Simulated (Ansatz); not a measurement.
**GeH₄O₂···HCl: density, localisation and related maps**

The calculation's input:

```
crystal:
  periodic: [false, false, false]
  atoms:
    - { symbol: Ge, position_ang: [-0.161494, -0.135351, 0.063081] }
    - { symbol: H, position_ang: [-0.095568, -0.0288, 1.610334] }
    - { symbol: H, position_ang: [1.169227, 0.066993, -0.687221] }
    - { symbol: O, position_ang: [-1.438586, 1.064798, -0.330732] }
    - { symbol: H, position_ang: [-1.524146, 1.175409, -1.296956] }
    - { symbol: O, position_ang: [-0.67096, -1.782738, -0.444944] }
    - { symbol: H, position_ang: [-1.512273, -2.034807, -0.019782] }
    - { symbol: Cl, position_ang: [1.608322, 2.444816, 1.459537] }
    - { symbol: H, position_ang: [0.671778, 1.63068, 1.959883] }
basis:
  gaussian: { orbitals: def2-SVP }
hamiltonian:
  xc: pbe
relax:
  f_tol: 0.03
  max_steps: 50
output:
  orbitals: {}
```

Launched as:

```sh
ansatz run input.yaml --threads 2 --pin off --max-ram 3072MiB --backend cpu --events-out ev --progress --plain --runs-dir out
```

The fields are those of the relaxed geometry.

Computed with RKS PBE/def2-SVP in Ansatz 0.2.0.

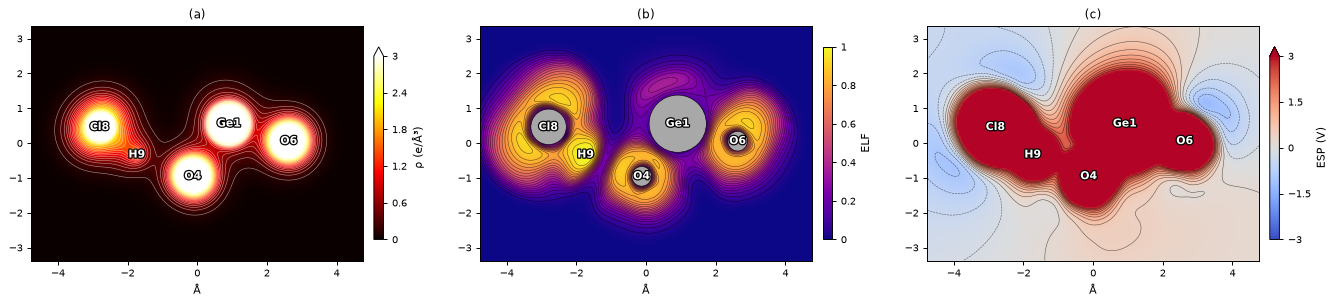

Figure 1. (a) total electron density; (b) ELF; (c) molecular electrostatic potential on the plane of atoms O4, Ge1 and O6. Grey discs cover the atomic cores in the ELF map.

> Read the bonding off the picture.

Atoms in the plane: Ge, O, Cl and H.
O4···H9 (1.72 Å): the density falls to about 0.31 e/Å³ on the way; the ELF dips to about 0.20 between them.
Ge–O (1.79 Å): ρ at the midpoint is about 0.93 e/Å³; the ELF peaks at about 0.85 in the valence shell of O, 0.6 Å from its nucleus, and is about 0.35 at the midpoint.
Ge–O (1.83 Å): the density is about 0.85 e/Å³ at the midpoint; the ELF peaks at about 0.85 in the valence shell of O, 0.6 Å from its nucleus, and is about 0.35 at the midpoint.
Cl–H (1.33 Å): ρ at the midpoint is about 1.8 e/Å³; the ELF climbs to about 1 towards the hydrogen, as it does in any bond to H: a covalent bond by its length.
The ELF also peaks beside O6 and Cl8, away from the bonds: lone-pair regions.
Outside the dense part of the complex the potential is most negative (−1.3 V) near O6.

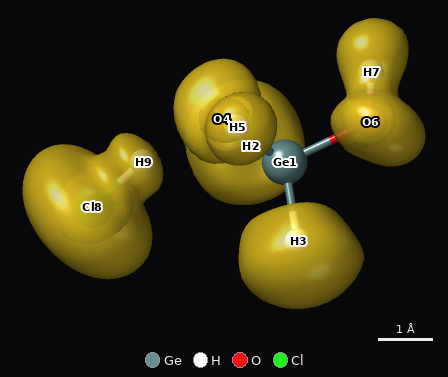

Figure 2. Isosurface of the electron localisation function at 0.75 (yellow), seen at an oblique angle. Core shells and regions of very low density are left out.

> Identify the bonds, lone pairs and shells in this picture.

At this value the surface marks out two regions around hydrogen nuclei, one joined region spread over several atoms (Cl, H), in which their bonds and any lone pairs are merged and two joined regions spread over several atoms (H, O), in which their bonds and any lone pairs are merged.

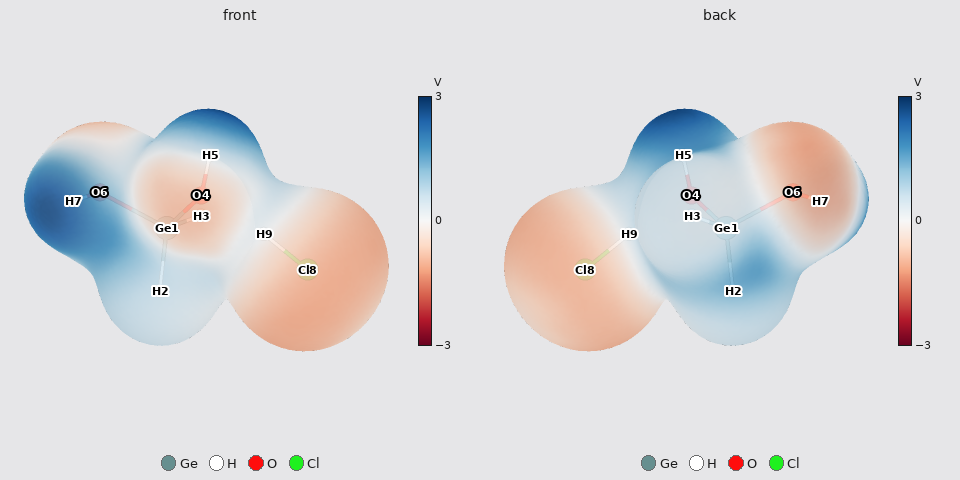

Figure 3. The molecular electrostatic potential painted on the density surface at 0.002 e/bohr³, seen from the front and from behind; red is negative and blue positive.

> Where is the surface potential most negative and most positive?

The most negative region (about −1.2 V) lies over O6, the most positive (about +2.7 V) over H5 and H7. O6 is the likeliest acceptor of a hydrogen bond.

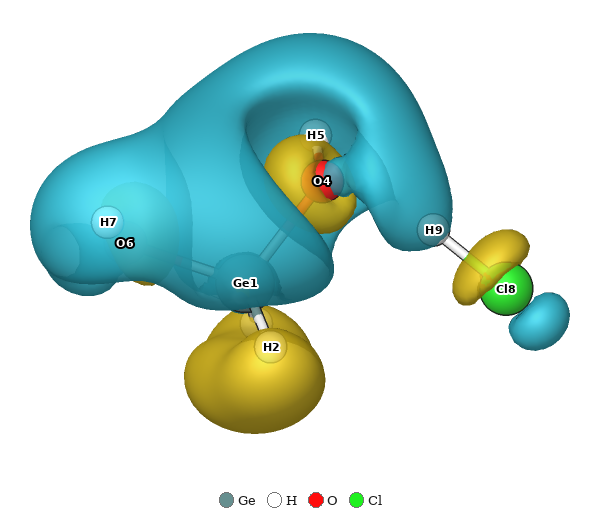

Figure 4. The LUMO at ±0.08 Å⁻³ᐟ² (yellow and cyan are the two phases), seen across its widest extent.

> What is the character of this orbital?

It lies mainly on Ge1 (about 35 %), O4 (about 15 %), H5 (about 15 %), O6 (about 10 %) and H7 (about 5 %). Its energy is −0.72 eV.
